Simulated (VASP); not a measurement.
# N on Ru(0001): binding against coverage, part 9 of 12

How do binding and work function change as N crowds Ru(0001)?

VASP 6.6.1, plane waves and PAW; the level of theory is named at each step.

So far. Step 15 (The vacuum level with the adsorbate, coverage 3/4 …): The vacuum level lies 6.54 eV above the Fermi level at the upper face; the two faces differ by 1.49 eV, the step that the slab's dipole of 0.210 e·Å makes.

**16. Relaxing the slab, cell 3 x 3, k-mesh 3×3×1**

This step: PBE; plane waves and PAW (Ru) (VASP 6.6.1).

System of this step: Ru(0001). The cell holds 27 atoms: 27 Ru. Cell: a = 8.150 Å, b = 8.150 Å, c = 19.275 Å, α = 90.0°, β = 90.0°, γ = 60.0°. It derives from Ru. 3 layers of hcp Ru, cut at this functional's lattice. Vacuum lies along c.

INCAR

```
SYSTEM = Ru
PREC = Normal
ENCUT = 440
EDIFF = 1E-05
NELM = 120
ISMEAR = 1
SIGMA = 0.15
LREAL = Auto
ALGO = Fast
GGA = PE
NBANDS = 128
LASPH = .TRUE.
LORBIT = 11
LWAVE = .FALSE.
LCHARG = .FALSE.
KPAR = 4
NCORE = 2
IBRION = 2
NSW = 30
ISIF = 2
EDIFFG = -0.03
POTIM = 0.4
MAXMIX = 40
IDIPOL = 3
LDIPOL = .TRUE.
DIPOL = 0.5 0.5 0.5
```

POSCAR

```
Ru
1.0
    8.1500007765      0.0000000000      0.0000000000
    4.0750003882      7.0581077133      0.0000000000
    0.0000000000      0.0000000000     19.2746237324
Ru
27
Selective dynamics
Direct
    0.0000000000      0.0000000000      0.3891126500  F F F
    0.3333333300      0.0000000000      0.3891126500  F F F
    0.6666666700      0.0000000000      0.3891126500  F F F
    0.0000000000      0.3333333300      0.3891126500  F F F
    0.3333333300      0.3333333300      0.3891126500  F F F
    0.6666666700      0.3333333300      0.3891126500  F F F
    0.0000000000      0.6666666700      0.3891126500  F F F
    0.3333333300      0.6666666700      0.3891126500  F F F
    0.6666666700      0.6666666700      0.3891126500  F F F
    0.8888888900      0.2222222200      0.5000000000  T T T
    0.2222222200      0.2222222200      0.5000000000  T T T
    0.5555555600      0.2222222200      0.5000000000  T T T
    0.8888888900      0.5555555600      0.5000000000  T T T
    0.2222222200      0.5555555600      0.5000000000  T T T
    0.5555555600      0.5555555600      0.5000000000  T T T
    0.8888888900      0.8888888900      0.5000000000  T T T
    0.2222222200      0.8888888900      0.5000000000  T T T
    0.5555555600      0.8888888900      0.5000000000  T T T
    0.0000000000      0.0000000000      0.6108873500  T T T
    0.3333333300      0.0000000000      0.6108873500  T T T
    0.6666666700      0.0000000000      0.6108873500  T T T
    0.0000000000      0.3333333300      0.6108873500  T T T
    0.3333333300      0.3333333300      0.6108873500  T T T
    0.6666666700      0.3333333300      0.6108873500  T T T
    0.0000000000      0.6666666700      0.6108873500  T T T
    0.3333333300      0.6666666700      0.6108873500  T T T
    0.6666666700      0.6666666700      0.6108873500  T T T
```

KPOINTS

```
Automatic mesh
0
Gamma
3 3 1
0 0 0
```

PAW data sets: Ru (PBE family, release 64).

Launch:

```bash
> mpirun -np 8 vasp_std
```

What it wrote:

```text
[banner, memory and clock lines left out]
running    8 mpi-ranks, on    1 nodes
[...]
LDA part: xc-table for (Slater+PW92), standard interpolation
 POSCAR, INCAR and KPOINTS ok, starting setup
[...]
entering main loop
       N       E                     dE             d eps       ncg     rms          rms(c)
DAV:   1     0.123557454182E+04    0.12356E+04   -0.83488E+04   768   0.124E+03
DAV:   2    -0.118351823320E+03   -0.13539E+04   -0.12737E+04   848   0.272E+02
DAV:   3    -0.239858923424E+03   -0.12151E+03   -0.11451E+03  1184   0.678E+01
DAV:   4    -0.248923968726E+03   -0.90650E+01   -0.86785E+01  1040   0.173E+01
[...]
RMM:  23    -0.231144588011E+03   -0.10181E-03    0.59002E-05   553   0.821E-03    0.476E-03
RMM:  24    -0.231144624603E+03   -0.36592E-04    0.68622E-05   503   0.618E-03    0.687E-03
RMM:  25    -0.231144629043E+03   -0.44400E-05    0.68822E-05   437   0.422E-03
   1 F= -.23114463E+03 E0= -.23115293E+03  d E =-.231145E+03
[... from here on, the cycles between the ionic steps are left out ...]
   2 F= -.23138146E+03 E0= -.23139114E+03  d E =-.236827E+00
   3 F= -.23151838E+03 E0= -.23152889E+03  d E =-.373748E+00
   4 F= -.23169851E+03 E0= -.23171197E+03  d E =-.180137E+00
   5 F= -.23175544E+03 E0= -.23177177E+03  d E =-.237064E+00
   6 F= -.23177403E+03 E0= -.23178986E+03  d E =-.255653E+00
[...]
reached required accuracy - stopping structural energy minimisation
```

The job ended after 7.2 min (8 MPI ranks of AMD EPYC 7R43, shared host; peak memory 3.5 GiB; 57 min of CPU time).

From OUTCAR (step 16):

```text
  Total      -26.8889521    -26.8889521     -0.3251731      0.0000000      0.0000000     -0.0000000
  in kB      -38.8555105    -38.8555105     -0.4698870      0.0000000      0.0000000     -0.0000000
  external PRESSURE =     -26.0603027 kB  Pullay stress =       0.0000000 kB

 POSITION                                       TOTAL-FORCE (eV/Angst)
 -----------------------------------------------------------------------------------
      0.00000      0.00000      7.50000         0.000000      0.000000      0.014177
      2.71667      0.00000      7.50000        -0.000000      0.000000      0.014177
      5.43333      0.00000      7.50000         0.000000      0.000000      0.014177
      1.35833      2.35270      7.50000         0.000000      0.000000      0.014177
      4.07500      2.35270      7.50000         0.000000      0.000000      0.014177
      6.79167      2.35270      7.50000         0.000000     -0.000000      0.014177
      2.71667      4.70541      7.50000         0.000000      0.000000      0.014177
      5.43333      4.70541      7.50000        -0.000000      0.000000      0.014177
      8.15000      4.70541      7.50000        -0.000000     -0.000000      0.014177
      8.15000      1.56847      9.56329        -0.000000      0.000000      0.001074
      2.71667      1.56847      9.56329         0.000000     -0.000000      0.001074
      5.43333      1.56847      9.56329        -0.000000      0.000000      0.001074
      9.50833      3.92117      9.56329        -0.000000      0.000000      0.001074
      4.07500      3.92117      9.56329         0.000000      0.000000      0.001074
[...]
-----------------------------------------------------------------------------------
    total drift:                               -0.000008     -0.000005      0.317759

  FREE ENERGIE OF THE ION-ELECTRON SYSTEM (eV)
  ---------------------------------------------------
  free  energy   TOTEN  =      -231.7740302309 eV

  energy  without entropy=     -231.8215258880  energy(sigma->0) =     -231.78986212

[... 1 part as in an earlier step ...]

[... 3 further parts left out ...]
[key lines of the parts left out:]
E-fermi :   0.9711
```

Step by step:

```
step  energy less that of the first step (eV)  largest force (eV/Å)
   1                                   0.0000                0.9157
   2                                  -0.2368                0.5676
   3                                  -0.3737                0.7388
   4                                  -0.5539                0.4052
   5                                  -0.6108                0.2305
   6                                  -0.6294                0.0153
```

The atoms that moved most (Å):

```
atom     dx     dy      dz  length
Ru25  0.000  0.000  -0.146   0.146
Ru26  0.000  0.000  -0.146   0.146
Ru24  0.000  0.000  -0.146   0.146
Ru23  0.000  0.000  -0.146   0.146
Ru21  0.000  0.000  -0.146   0.146
Ru22  0.000  0.000  -0.146   0.146
Ru19  0.000  0.000  -0.146   0.146
Ru27  0.000  0.000  -0.146   0.146
```

The relaxed structure:

```xyz
27
Lattice="8.1500 0.0000 0.0000 4.0750 7.0581 0.0000 0.0000 0.0000 19.2746" Properties=species:S:1:pos:R:3
Ru    0.0000    0.0000    7.5000
Ru    2.7167    0.0000    7.5000
Ru    5.4333    0.0000    7.5000
Ru    1.3583    2.3527    7.5000
Ru    4.0750    2.3527    7.5000
Ru    6.7917    2.3527    7.5000
Ru    2.7167    4.7054    7.5000
Ru    5.4333    4.7054    7.5000
Ru    8.1500    4.7054    7.5000
Ru    8.1500    1.5685    9.5633
Ru    2.7167    1.5685    9.5633
Ru    5.4333    1.5685    9.5633
Ru    9.5083    3.9212    9.5633
Ru    4.0750    3.9212    9.5633
Ru    6.7917    3.9212    9.5633
Ru   10.8667    6.2739    9.5633
Ru    5.4333    6.2739    9.5633
Ru    8.1500    6.2739    9.5633
Ru    0.0000    0.0000   11.6284
Ru    2.7167    0.0000   11.6284
Ru    5.4333    0.0000   11.6284
Ru    1.3583    2.3527   11.6284
Ru    4.0750    2.3527   11.6284
Ru    6.7917    2.3527   11.6284
Ru    2.7167    4.7054   11.6284
Ru    5.4333    4.7054   11.6284
Ru    8.1500    4.7054   11.6284
```

The run ended after 6 ionic steps, 0.629 eV below its first step, once the forces on the free atoms met EDIFFG = -0.03.

**17. The vacuum level, cell 3 x 3, k-mesh 3×3×1**

INCAR

```
SYSTEM = Ru
PREC = Normal
ENCUT = 440
EDIFF = 1E-06
NELM = 120
ISMEAR = 1
SIGMA = 0.15
LREAL = Auto
ALGO = Fast
GGA = PE
NBANDS = 128
LASPH = .TRUE.
LORBIT = 11
LWAVE = .FALSE.
LCHARG = .FALSE.
KPAR = 4
NCORE = 2
IDIPOL = 3
LDIPOL = .TRUE.
DIPOL = 0.5 0.5 0.496
LVHAR = .TRUE.
LVACPOTAV = .TRUE.
```

POSCAR

```
Ru
1.0
    8.1500007765      0.0000000000      0.0000000000
    4.0750003882      7.0581077133      0.0000000000
    0.0000000000      0.0000000000     19.2746237324
Ru
27
Selective dynamics
Direct
    0.0000000000      0.0000000000      0.3891126500  F F F
    0.3333333300      0.0000000000      0.3891126500  F F F
    0.6666666700      0.0000000000      0.3891126500  F F F
    0.0000000000      0.3333333300      0.3891126500  F F F
    0.3333333300      0.3333333300      0.3891126500  F F F
    0.6666666700      0.3333333300      0.3891126500  F F F
    0.0000000000      0.6666666700      0.3891126500  F F F
    0.3333333300      0.6666666700      0.3891126500  F F F
    0.6666666700      0.6666666700      0.3891126500  F F F
    0.8888888900      0.2222222200      0.4961595541  T T T
    0.2222222200      0.2222222200      0.4961595541  T T T
    0.5555555600      0.2222222200      0.4961595541  T T T
    0.8888888900      0.5555555600      0.4961595541  T T T
    0.2222222200      0.5555555600      0.4961595541  T T T
    0.5555555600      0.5555555600      0.4961595541  T T T
    0.8888888900      0.8888888900      0.4961595541  T T T
    0.2222222200      0.8888888900      0.4961595541  T T T
    0.5555555600      0.8888888900      0.4961595541  T T T
    0.0000000000      0.0000000000      0.6032986315  T T T
    0.3333333300      0.0000000000      0.6032986315  T T T
    0.6666666700      0.0000000000      0.6032986315  T T T
    0.0000000000      0.3333333300      0.6032986315  T T T
    0.3333333300      0.3333333300      0.6032986315  T T T
    0.6666666700      0.3333333300      0.6032986315  T T T
    0.0000000000      0.6666666700      0.6032986315  T T T
    0.3333333300      0.6666666700      0.6032986315  T T T
    0.6666666700      0.6666666700      0.6032986315  T T T
```

KPOINTS is that of step 16.

Launch:

```bash
> mpirun -np 8 vasp_std
```

What it wrote:

```text
[... set-up lines as in an earlier step ...]
 entering main loop
       N       E                     dE             d eps       ncg     rms          rms(c)
DAV:   1     0.125553962278E+04    0.12555E+04   -0.83784E+04   768   0.124E+03
DAV:   2    -0.119513719683E+03   -0.13751E+04   -0.12934E+04   856   0.274E+02
DAV:   3    -0.241588516596E+03   -0.12207E+03   -0.11579E+03  1216   0.689E+01
DAV:   4    -0.249546295605E+03   -0.79578E+01   -0.77108E+01  1032   0.163E+01
[...]
RMM:  33    -0.231774045465E+03    0.11812E-05    0.11548E-05   237   0.625E-04    0.138E-04
RMM:  34    -0.231774044329E+03    0.11359E-05    0.11110E-05   216   0.607E-04    0.118E-04
RMM:  35    -0.231774043343E+03    0.98627E-06    0.96197E-06   200   0.597E-04
 [... a notice as in an earlier step ...]

   1 F= -.23177404E+03 E0= -.23178987E+03  d E =0.474825E-01
```

It took 3.3 min on 8 MPI ranks; peak memory 3.1 GiB.

OUTCAR, selected parts (step 17):

```text
  Total      -26.9234875    -26.9234875     -0.4460270      0.0000000      0.0000000     -0.0000000
  in kB      -38.9054154    -38.9054154     -0.6445251      0.0000000      0.0000000     -0.0000000
  external PRESSURE =     -26.1517853 kB  Pullay stress =       0.0000000 kB

 POSITION                                       TOTAL-FORCE (eV/Angst)
 -----------------------------------------------------------------------------------
      0.00000      0.00000      7.50000         0.000000      0.000000      0.012573
      2.71667      0.00000      7.50000         0.000000     -0.000000      0.012573
      5.43333      0.00000      7.50000         0.000000      0.000000      0.012573
      1.35833      2.35270      7.50000         0.000000     -0.000000      0.012573
      4.07500      2.35270      7.50000         0.000000     -0.000000      0.012573
      6.79167      2.35270      7.50000         0.000000     -0.000000      0.012573
      2.71667      4.70541      7.50000         0.000000     -0.000000      0.012573
      5.43333      4.70541      7.50000         0.000000      0.000000      0.012573
      8.15000      4.70541      7.50000         0.000000     -0.000000      0.012573
      8.15000      1.56847      9.56329         0.000000      0.000000      0.002136
      2.71667      1.56847      9.56329        -0.000000     -0.000000      0.002136
      5.43333      1.56847      9.56329         0.000000      0.000000      0.002136
      9.50833      3.92117      9.56329         0.000000     -0.000000      0.002136
      4.07500      3.92117      9.56329        -0.000000     -0.000000      0.002136
[...]
-----------------------------------------------------------------------------------
    total drift:                               -0.000008     -0.000005      0.328275

  FREE ENERGIE OF THE ION-ELECTRON SYSTEM (eV)
  ---------------------------------------------------
  free  energy   TOTEN  =      -231.7740433428 eV

  energy  without entropy=     -231.8215258885  energy(sigma->0) =     -231.78987086

[... 2 parts as in an earlier step ...]

[... 1 further part left out ...]
[key lines of the parts left out:]
E-fermi :   0.9717
```

Zero at the Fermi level. The planar average of the electrostatic potential by height:

```
height (Å)  planar average of the electrostatic potential (eV)
         0                                                4.97
         1                                                4.97
         2                                                4.97
         3                                                4.97
         4                                                4.96
         5                                                4.85
         6                                                3.49
         7                                               -13.7
         8                                               -14.1
         9                                               -12.8
        10                                               -16.2
        11                                               -10.5
        12                                               -16.9
        13                                                2.96
        14                                                4.80
        15                                                4.96
        16                                                4.97
        17                                                4.97
        18                                                4.97
        19                                                4.97
```

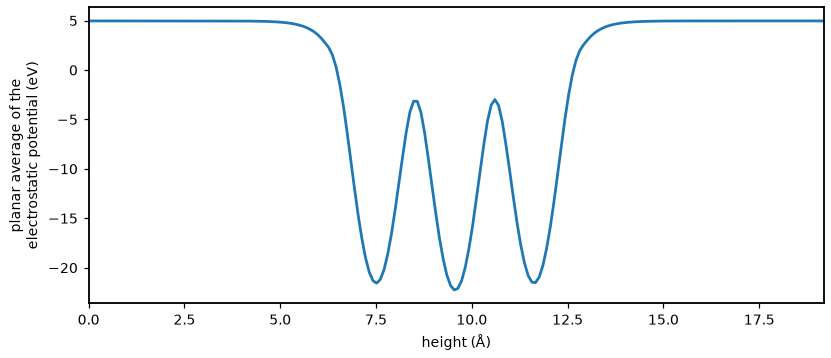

Planar average of the electrostatic potential against height.

The vacuum level lies 4.97 eV above the Fermi level at the upper face; both faces agree, as the slab has next to no dipole.

The program found no field-free point at its default tolerance, but its printed level agrees with the flat part of the planar average.

[end of part 9 of 12]

[Lines on the potential files, build, host, timing and source positions are cut from VASP's logs without a mark.]

[Logs are printed without paths, hosts, clocks, repeated set-up lines and the standing remarks that a program may print on its own settings, such as how far it seeks lower states.]

[Hosts, paths, dates, database ids (printed as entryN), source tags and the programs' standing remarks are cut or masked in the printed files.]

[Runs that stopped without an error message from VASP are left out.]
